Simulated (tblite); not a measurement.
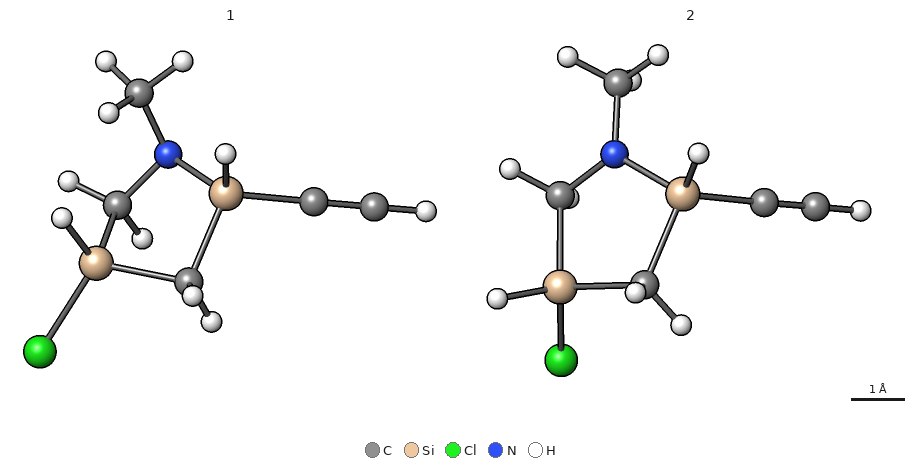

Two geometries of C$_{5}$H$_{10}$ClNSi$_{2}$, drawn at one scale. One is the start of a relaxation, the other its converged end. Style: ball-and-stick. Shown face on.

All numbers below come from GFN2-xTB geometry optimisation, gas phase in tblite. 

**Which one is relaxed?**

Structure 2 is the relaxed one. The atom that moves furthest after the best rigid fit is an H atom (1.64 Å). By element the largest moves are H 1.64 Å, Cl 1.60 Å, N 0.78 Å, C 0.67 Å, Si 0.48 Å. Near-neighbour distances that change, for instance: C–Si 1.799 → 1.861 Å, N–Si 1.774 → 1.716 Å, Cl–Si 2.071 → 2.024 Å, C–Si 1.873 → 1.906 Å. Bond angles that change, for instance: Si–N–C 107.3° → 122.5°, Si–N–C 109.9° → 120.6°, C–Si–H 106.4° → 115.1°. Groups turn about C–Si by about 45°, C–Si by about 40°, C–Si by about 30°. Over 129 geometry steps the energy falls by 22.2 kcal/mol.
